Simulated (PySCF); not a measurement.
# C2H4NO: saddle-point search (part 2 of 5)

C2H4NO, multiplicity 2; XLYP/STO-6G, UKS, dispersion D3(BJ), sfX2C (PySCF 2.14.0). 

Geometry of the input (Å):
```
N  0.4130  1.5893  -1.2784
C  -0.2492  0.8603  -0.5687
C  0.3019  -0.1375  0.4701
O  -0.4266  -1.3234  0.5178
H  -1.3463  0.8280  -0.5815
H  1.3644  -0.3043  0.2609
H  -0.1978  1.0490  0.7301
H  -0.2497  -1.8507  -0.2699
```

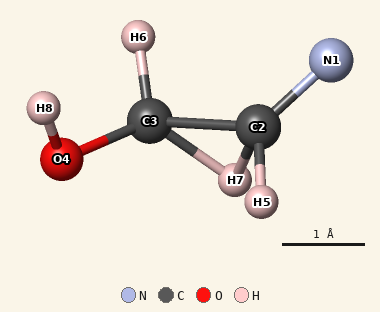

**Figure 1.** The input geometry (ball-and-stick view, seen at a tilt; atoms are numbered from 1 in the order of the input).

### What the program printed, continued
```
----------------------------------------------
cycle 9: E = -207.814911977  dE = -0.00148893  norm(grad) = 0.0840334
Step    8 : Displace = 1.456e-02/2.587e-02 (rms/max) Trust = 1.414e-02 (+) Grad = 2.971e-02/4.216e-02 (rms/max) E (change) = -207.8149119768 (-1.489e-03) Quality = 0.913
Hessian Eigenvalues:  -4.364e-01 -5.878e-03  7.145e-05  1.837e-04  7.930e-04  1.668e-03  3.723e-03
 4.643e-03  1.629e-02  3.680e-02  4.876e-02  8.073e-02    .....    5.109e-01  6.708e-01  8.471e-01

Geometry optimization cycle 10
Cartesian coordinates (Angstrom)
 Atom        New coordinates             dX        dY        dZ
   N   0.463437   1.728528  -1.336886    0.013971  0.016644 -0.005070
   C  -0.267319   0.866591  -0.505766   -0.009754  0.004631  0.005249
   C   0.318713  -0.218535   0.484171   -0.000784 -0.015048 -0.014601
   O  -0.427380  -1.431396   0.593423    0.001087 -0.023692  0.016218
   H  -1.380898   0.814787  -0.573703   -0.009578  0.006612 -0.010583
   H   1.408402  -0.353980   0.276845    0.006081 -0.007167 -0.004135
   H  -0.235477   1.215556   0.660235   -0.004556  0.032209  0.011420
   H  -0.271040  -1.924332  -0.307623    0.003833 -0.014765  0.001554
converged SCF energy = -207.819244547575  <S^2> = 1.1934071  2S+1 = 2.4028375
--------------- sfX2C1eUKS_Scanner gradients ---------------
         x                y                z
0 N    -0.0061693330    -0.0050093691     0.0077697547
1 C     0.0172030598    -0.0007973617    -0.0094278175
2 C    -0.0055291758     0.0165651387     0.0405225636
3 O     0.0103611457     0.0046995151    -0.0254110231
4 H    -0.0001477567     0.0042540194     0.0102191241
5 H    -0.0060683955    -0.0087071340    -0.0149858310
6 H    -0.0081598425    -0.0074304185    -0.0171684774
7 H    -0.0015235463    -0.0035392998     0.0084831518
----------------------------------------------
cycle 10: E = -207.819244548  dE = -0.00433257  norm(grad) = 0.0647636
Step    9 : Displace = 2.145e-02/3.466e-02 (rms/max) Trust = 2.000e-02 (+) Grad = 2.290e-02/4.413e-02 (rms/max) E (change) = -207.8192445476 (-4.333e-03) Quality = 0.989
Hessian Eigenvalues:  -4.440e-01 -5.876e-03  7.162e-05  1.867e-04  7.930e-04  1.668e-03  3.722e-03
 4.643e-03  1.605e-02  3.606e-02  4.971e-02  8.070e-02    .....    5.091e-01  6.706e-01  8.474e-01

Geometry optimization cycle 11
Cartesian coordinates (Angstrom)
 Atom        New coordinates             dX        dY        dZ
   N   0.477017   1.739490  -1.336478    0.013580  0.010962  0.000408
   C  -0.283617   0.876959  -0.505448   -0.016298  0.010368  0.000318
   C   0.316616  -0.229780   0.436903   -0.002097 -0.011245 -0.047268
   O  -0.427757  -1.445129   0.611163   -0.000377 -0.013734  0.017740
   H  -1.392529   0.814727  -0.605320   -0.011631 -0.000061 -0.031618
   H   1.419230  -0.342767   0.281657    0.010828  0.011213  0.004812
   H  -0.219449   1.222590   0.701369    0.016028  0.007035  0.041133
   H  -0.277905  -1.938654  -0.296904   -0.006865 -0.014323  0.010719
converged SCF energy = -207.825521694684  <S^2> = 1.2122469  2S+1 = 2.418468
--------------- sfX2C1eUKS_Scanner gradients ---------------
         x                y                z
0 N     0.0001041716     0.0000554636     0.0022739379
1 C     0.0054848554    -0.0059549796    -0.0125830634
2 C    -0.0026720412     0.0119780165     0.0278936837
3 O     0.0034314378     0.0002892668    -0.0142237370
4 H    -0.0001915376     0.0022022134     0.0062592902
5 H    -0.0024102682    -0.0070476490    -0.0117429582
6 H    -0.0050376782     0.0003012368    -0.0020146917
7 H     0.0012735591    -0.0017479676     0.0041099646
----------------------------------------------
cycle 11: E = -207.825521695  dE = -0.00627715  norm(grad) = 0.0407486
Step   10 : Displace = 3.021e-02/4.802e-02 (rms/max) Trust = 2.828e-02 (+) Grad = 1.441e-02/3.047e-02 (rms/max) E (change) = -207.8255216947 (-6.277e-03) Quality = 0.953
Hessian Eigenvalues:  -4.450e-01 -5.871e-03 -7.824e-04  8.815e-05  7.765e-04  1.657e-03  3.689e-03
 4.642e-03  1.621e-02  3.434e-02  3.825e-02  7.410e-02    .....    5.073e-01  6.693e-01  8.469e-01

Geometry optimization cycle 12
Cartesian coordinates (Angstrom)
 Atom        New coordinates             dX        dY        dZ
   N   0.466708   1.763151  -1.337312   -0.010309  0.023661 -0.000834
   C  -0.281286   0.879609  -0.504900    0.002331  0.002650  0.000548
   C   0.326147  -0.240520   0.398342    0.009531 -0.010740 -0.038560
   O  -0.423974  -1.443875   0.621503    0.003783  0.001254  0.010340
   H  -1.386687   0.798482  -0.626811    0.005842 -0.016245 -0.021490
   H   1.437266  -0.321608   0.309609    0.018037  0.021159  0.027952
   H  -0.204445   1.206027   0.715043    0.015004 -0.016563  0.013674
   H  -0.318257  -1.946013  -0.290491   -0.040352 -0.007358  0.006413
converged SCF energy = -207.82905463063  <S^2> = 1.1982778  2S+1 = 2.4068883
--------------- sfX2C1eUKS_Scanner gradients ---------------
         x                y                z
0 N     0.0018732024     0.0021634126    -0.0004472349
1 C     0.0020759957    -0.0079126712    -0.0068080430
2 C    -0.0016357133     0.0086466594     0.0184148301
3 O    -0.0008225136    -0.0002412346    -0.0096475082
4 H    -0.0001722041     0.0012862006     0.0038605058
5 H    -0.0009420768    -0.0048236569    -0.0093439514
6 H    -0.0032596835     0.0026843124     0.0010898090
7 H     0.0028654213    -0.0017449978     0.0028524765
----------------------------------------------
cycle 12: E = -207.829054631  dE = -0.00353294  norm(grad) = 0.0282573
Step   11 : Displace = 3.003e-02/4.147e-02 (rms/max) Trust = 3.000e-02 (+) Grad = 9.990e-03/2.041e-02 (rms/max) E (change) = -207.8290546306 (-3.533e-03) Quality = 0.927
Hessian Eigenvalues:  -4.482e-01 -5.924e-03 -3.455e-03  8.756e-05  7.675e-04  1.649e-03  3.622e-03
 4.644e-03  1.583e-02  2.997e-02  3.689e-02  7.076e-02    .....    5.067e-01  6.687e-01  8.469e-01

Geometry optimization cycle 13
Cartesian coordinates (Angstrom)
 Atom        New coordinates             dX        dY        dZ
   N   0.456023   1.782023  -1.334103   -0.010685  0.018872  0.003209
   C  -0.278950   0.880266  -0.502535    0.002336  0.000657  0.002365
   C   0.342528  -0.251970   0.375694    0.016381 -0.011450 -0.022649
   O  -0.407832  -1.443964   0.632467    0.016142 -0.000089  0.010964
   H  -1.380005   0.775788  -0.644455    0.006683 -0.022693 -0.017644
   H   1.456577  -0.303685   0.338128    0.019311  0.017924  0.028519
   H  -0.198219   1.191304   0.712656    0.006227 -0.014723 -0.002387
   H  -0.373134  -1.938789  -0.290607   -0.054877  0.007224 -0.000117
converged SCF energy = -207.831475274514  <S^2> = 1.209056  2S+1 = 2.4158278
--------------- sfX2C1eUKS_Scanner gradients ---------------
         x                y                z
0 N     0.0015348898     0.0020101849    -0.0003001054
1 C    -0.0000218993    -0.0056630223    -0.0072200623
2 C    -0.0004735728     0.0070656482     0.0154374842
3 O    -0.0037171522     0.0009742853    -0.0069259748
4 H    -0.0002383284     0.0009245136     0.0025752120
5 H    -0.0003614212    -0.0034159447    -0.0079995284
6 H    -0.0009113646     0.0004737947     0.0024560646
7 H     0.0041686880    -0.0023522809     0.0019523167
----------------------------------------------
cycle 13: E = -207.831475275  dE = -0.00242064  norm(grad) = 0.0236438
Step   12 : Displace = 3.058e-02/5.491e-02 (rms/max) Trust = 3.000e-02 (=) Grad = 8.359e-03/1.698e-02 (rms/max) E (change) = -207.8314752745 (-2.421e-03) Quality = 0.955
Hessian Eigenvalues:  -4.482e-01 -6.576e-03 -5.709e-03  8.698e-05  7.639e-04  1.644e-03  3.605e-03
 4.646e-03  1.544e-02  2.867e-02  3.693e-02  7.091e-02    .....    5.065e-01  6.687e-01  8.450e-01

Geometry optimization cycle 14
Cartesian coordinates (Angstrom)
 Atom        New coordinates             dX        dY        dZ
   N   0.444924   1.793808  -1.331205   -0.011100  0.011786  0.002898
   C  -0.274430   0.878578  -0.502800    0.004520 -0.001688 -0.000265
   C   0.357280  -0.257714   0.360346    0.014753 -0.005744 -0.015348
   O  -0.387800  -1.444098   0.640655    0.020032 -0.000134  0.008188
   H  -1.371916   0.754597  -0.658328    0.008089 -0.021191 -0.013873
   H   1.471480  -0.288234   0.361918    0.014903  0.015451  0.023790
   H  -0.196411   1.175229   0.710606    0.001808 -0.016075 -0.002051
   H  -0.424654  -1.920354  -0.292454   -0.051520  0.018435 -0.001846
converged SCF energy = -207.833310880401  <S^2> = 1.1913458  2S+1 = 2.4011213
--------------- sfX2C1eUKS_Scanner gradients ---------------
         x                y                z
0 N     0.0008252340     0.0012095192     0.0001837794
1 C    -0.0002040066    -0.0034750287    -0.0047940018
2 C    -0.0000199764     0.0055707099     0.0131101680
3 O    -0.0054014019     0.0018919107    -0.0054744128
4 H    -0.0002184104     0.0006449013     0.0016703338
5 H     0.0001040202    -0.0029663623    -0.0075060147
6 H    -0.0002876689    -0.0000780863     0.0012948866
7 H     0.0051747035    -0.0028117826     0.0015009932
----------------------------------------------
cycle 14: E = -207.83331088  dE = -0.00183561  norm(grad) = 0.0202489
Step   13 : Displace = 2.793e-02/5.455e-02 (rms/max) Trust = 3.000e-02 (=) Grad = 7.159e-03/1.424e-02 (rms/max) E (change) = -207.8333108804 (-1.836e-03) Quality = 0.994
Hessian Eigenvalues:  -4.483e-01 -6.107e-03 -5.629e-03  8.685e-05  7.636e-04  1.641e-03  3.597e-03
 4.648e-03  1.519e-02  2.795e-02  3.705e-02  7.089e-02    .....    5.065e-01  6.687e-01  8.445e-01

Geometry optimization cycle 15
Cartesian coordinates (Angstrom)
 Atom        New coordinates             dX        dY        dZ
   N   0.434176   1.804770  -1.327916   -0.010747  0.010961  0.003289
   C  -0.269247   0.875292  -0.504425    0.005183 -0.003286 -0.001625
   C   0.372623  -0.262445   0.347058    0.015343 -0.004731 -0.013287
   O  -0.362821  -1.446901   0.646747    0.024979 -0.002803  0.006092
   H  -1.363096   0.732938  -0.671579    0.008820 -0.021659 -0.013251
   H   1.485364  -0.273045   0.384150    0.013884  0.015189  0.022232
   H  -0.197709   1.159935   0.708875   -0.001297 -0.015294 -0.001730
   H  -0.478941  -1.896522  -0.293368   -0.054287  0.023833 -0.000915
converged SCF energy = -207.835126560367  <S^2> = 1.1698211  2S+1 = 2.3831249
--------------- sfX2C1eUKS_Scanner gradients ---------------
         x                y                z
0 N     0.0002172118     0.0005620738     0.0006409330
1 C    -0.0000904889    -0.0018587174    -0.0031026819
2 C     0.0002942535     0.0045088270     0.0114933423
3 O    -0.0065951119     0.0026271263    -0.0040295800
4 H    -0.0001556664     0.0004846372     0.0010741801
5 H     0.0005188595    -0.0027145080    -0.0072701776
6 H    -0.0000533101    -0.0003143618     0.0003727947
7 H     0.0058427725    -0.0033293501     0.0008277575
----------------------------------------------
cycle 15: E = -207.83512656  dE = -0.00181568  norm(grad) = 0.018468
Step   14 : Displace = 2.912e-02/5.930e-02 (rms/max) Trust = 3.000e-02 (=) Grad = 6.529e-03/1.235e-02 (rms/max) E (change) = -207.8351265604 (-1.816e-03) Quality = 0.994
Hessian Eigenvalues:  -4.479e-01 -5.852e-03 -4.208e-03  8.701e-05  7.684e-04  1.641e-03  3.600e-03
 4.648e-03  1.518e-02  2.743e-02  3.707e-02  7.089e-02    .....    5.065e-01  6.687e-01  8.446e-01

Geometry optimization cycle 16
Cartesian coordinates (Angstrom)
 Atom        New coordinates             dX        dY        dZ
   N   0.424933   1.814706  -1.324411   -0.009243  0.009936  0.003505
   C  -0.264504   0.871359  -0.506853    0.004742 -0.003933 -0.002428
   C   0.387747  -0.266623   0.333998    0.015123 -0.004178 -0.013060
   O  -0.334617  -1.452039   0.649219    0.028204 -0.005138  0.002472
   H  -1.354586   0.711600  -0.684455    0.008510 -0.021338 -0.012876
   H   1.497524  -0.258554   0.404709    0.012161  0.014491  0.020559
   H  -0.201190   1.144956   0.708500   -0.003482 -0.014980 -0.000375
   H  -0.534385  -1.868494  -0.292189   -0.055444  0.028027  0.001179
converged SCF energy = -207.836982558371  <S^2> = 1.1477844  2S+1 = 2.3645586
--------------- sfX2C1eUKS_Scanner gradients ---------------
         x                y                z
0 N    -0.0000532224     0.0002067930     0.0008612216
1 C    -0.0001465544    -0.0009558019    -0.0021115104
2 C     0.0005709500     0.0037360934     0.0102679353
3 O    -0.0071932421     0.0032575472    -0.0026607320
4 H    -0.0000970664     0.0003524187     0.0006779746
5 H     0.0007802662    -0.0025618769    -0.0070812535
6 H     0.0000171197    -0.0003748240     0.0000306232
7 H     0.0061166180    -0.0037122226     0.0000285460
----------------------------------------------
cycle 16: E = -207.836982558  dE = -0.001856  norm(grad) = 0.0174521
Step   15 : Displace = 2.970e-02/6.180e-02 (rms/max) Trust = 3.000e-02 (=) Grad = 6.170e-03/1.094e-02 (rms/max) E (change) = -207.8369825584 (-1.856e-03) Quality = 0.989
Hessian Eigenvalues:  -4.472e-01 -5.839e-03 -1.888e-03  8.720e-05  7.695e-04  1.643e-03  3.596e-03
 4.648e-03  1.518e-02  2.707e-02  3.711e-02  7.089e-02    .....    5.065e-01  6.689e-01  8.446e-01

Geometry optimization cycle 17
Cartesian coordinates (Angstrom)
 Atom        New coordinates             dX        dY        dZ
   N   0.416354   1.825123  -1.320543   -0.008579  0.010416  0.003867
   C  -0.259869   0.867416  -0.510172    0.004635 -0.003943 -0.003319
   C   0.402092  -0.270478   0.320258    0.014345 -0.003855 -0.013740
   O  -0.304737  -1.458853   0.648474    0.029880 -0.006814 -0.000745
   H  -1.346165   0.691423  -0.697247    0.008421 -0.020177 -0.012792
   H   1.507551  -0.245135   0.424345    0.010027  0.013418  0.019637
   H  -0.205422   1.129488   0.708924   -0.004231 -0.015468  0.000424
   H  -0.589736  -1.837870  -0.286441   -0.055351  0.030625  0.005749
converged SCF energy = -207.838855356117  <S^2> = 1.124412  2S+1 = 2.3447064
--------------- sfX2C1eUKS_Scanner gradients ---------------
         x                y                z
0 N    -0.0000973759     0.0001535332     0.0008315511
1 C    -0.0002076102    -0.0006463765    -0.0013069423
2 C     0.0006009626     0.0031024459     0.0091994383
3 O    -0.0072056580     0.0037321845    -0.0014819658
4 H    -0.0000498958     0.0002330673     0.0003970956
5 H     0.0009389290    -0.0024581450    -0.0068329608
6 H    -0.0000130291    -0.0003026828    -0.0000800635
7 H     0.0060328983    -0.0038631408    -0.0007094529
----------------------------------------------
cycle 17: E = -207.838855356  dE = -0.0018728  norm(grad) = 0.0164714
Step   16 : Displace = 2.998e-02/6.260e-02 (rms/max) Trust = 3.000e-02 (=) Grad = 5.824e-03/9.727e-03 (rms/max) E (change) = -207.8388553561 (-1.873e-03) Quality = 0.987
Hessian Eigenvalues:  -4.465e-01 -5.839e-03  8.570e-05  4.896e-04  7.847e-04  1.646e-03  3.604e-03
 4.649e-03  1.519e-02  2.687e-02  3.713e-02  7.089e-02    .....    5.065e-01  6.692e-01  8.446e-01

Geometry optimization cycle 18
Cartesian coordinates (Angstrom)
 Atom        New coordinates             dX        dY        dZ
   N   0.408386   1.836298  -1.315579   -0.007968  0.011175  0.004964
   C  -0.255681   0.863833  -0.514072    0.004188 -0.003583 -0.003901
   C   0.415986  -0.274663   0.305019    0.013894 -0.004185 -0.015239
   O  -0.273140  -1.467945   0.644178    0.031597 -0.009091 -0.004296
   H  -1.338154   0.672833  -0.710046    0.008011 -0.018590 -0.012799
   H   1.515847  -0.232841   0.442822    0.008296  0.012295  0.018477
   H  -0.209906   1.112629   0.709775   -0.004485 -0.016859  0.000851
   H  -0.643613  -1.806271  -0.275564   -0.053877  0.031598  0.010876
converged SCF energy = -207.840697847794  <S^2> = 1.1015023  2S+1 = 2.3250826
--------------- sfX2C1eUKS_Scanner gradients ---------------
         x                y                z
0 N    -0.0000238230     0.0002283636     0.0006952826
1 C    -0.0003427199    -0.0005594462    -0.0007491328
2 C     0.0004779469     0.0026378768     0.0082559950
3 O    -0.0067376130     0.0039345484    -0.0004850091
4 H    -0.0000070007     0.0001431354     0.0001884336
5 H     0.0010392289    -0.0023627363    -0.0064597465
6 H    -0.0000348393    -0.0002786971    -0.0001039306
7 H     0.0056480949    -0.0037878701    -0.0013235928
----------------------------------------------
cycle 18: E = -207.840697848  dE = -0.00184249  norm(grad) = 0.0153142
Step   17 : Displace = 3.010e-02/6.265e-02 (rms/max) Trust = 3.000e-02 (=) Grad = 5.414e-03/8.680e-03 (rms/max) E (change) = -207.8406978478 (-1.842e-03) Quality = 0.987
Hessian Eigenvalues:  -4.458e-01 -5.836e-03  8.628e-05  7.499e-04  1.642e-03  2.752e-03  3.639e-03
 4.648e-03  1.519e-02  2.680e-02  3.715e-02  7.089e-02    .....    5.066e-01  6.697e-01  8.446e-01

Geometry optimization cycle 19
Cartesian coordinates (Angstrom)
 Atom        New coordinates             dX        dY        dZ
   N   0.400694   1.848827  -1.309382   -0.007693  0.012529  0.006197
   C  -0.251669   0.861011  -0.518607    0.004012 -0.002822 -0.004534
   C   0.428905  -0.279259   0.288022    0.012919 -0.004596 -0.016997
   O  -0.242048  -1.478538   0.636295    0.031092 -0.010593 -0.007883
   H  -1.330381   0.656353  -0.723051    0.007773 -0.016480 -0.013005
   H   1.521882  -0.222186   0.460596    0.006035  0.010655  0.017774
   H  -0.214364   1.094540   0.710674   -0.004458 -0.018089  0.000900
   H  -0.696157  -1.773974  -0.259464   -0.052545  0.032297  0.016101
converged SCF energy = -207.8424388449  <S^2> = 1.079161  2S+1 = 2.3057849
--------------- sfX2C1eUKS_Scanner gradients ---------------
         x                y                z
0 N     0.0000496740     0.0003419671     0.0005271314
1 C    -0.0003752435    -0.0005843594    -0.0003289195
2 C     0.0001667060     0.0023581486     0.0072825583
3 O    -0.0059690815     0.0038196196     0.0003114264
4 H     0.0000297689     0.0000752340     0.0000372458
5 H     0.0011088991    -0.0022403422    -0.0059392928
6 H    -0.0000376218    -0.0002887657    -0.0001301089
7 H     0.0050477529    -0.0035129170    -0.0017596600
----------------------------------------------
cycle 19: E = -207.842438845  dE = -0.001741  norm(grad) = 0.0138737
Step   18 : Displace = 3.015e-02/6.228e-02 (rms/max) Trust = 3.000e-02 (=) Grad = 4.905e-03/7.657e-03 (rms/max) E (change) = -207.8424388449 (-1.741e-03) Quality = 0.988
Hessian Eigenvalues:  -4.453e-01 -5.837e-03  8.708e-05  7.692e-04  1.643e-03  3.554e-03  4.637e-03
 4.689e-03  1.519e-02  2.678e-02  3.716e-02  7.089e-02    .....    5.067e-01  6.700e-01  8.447e-01
```
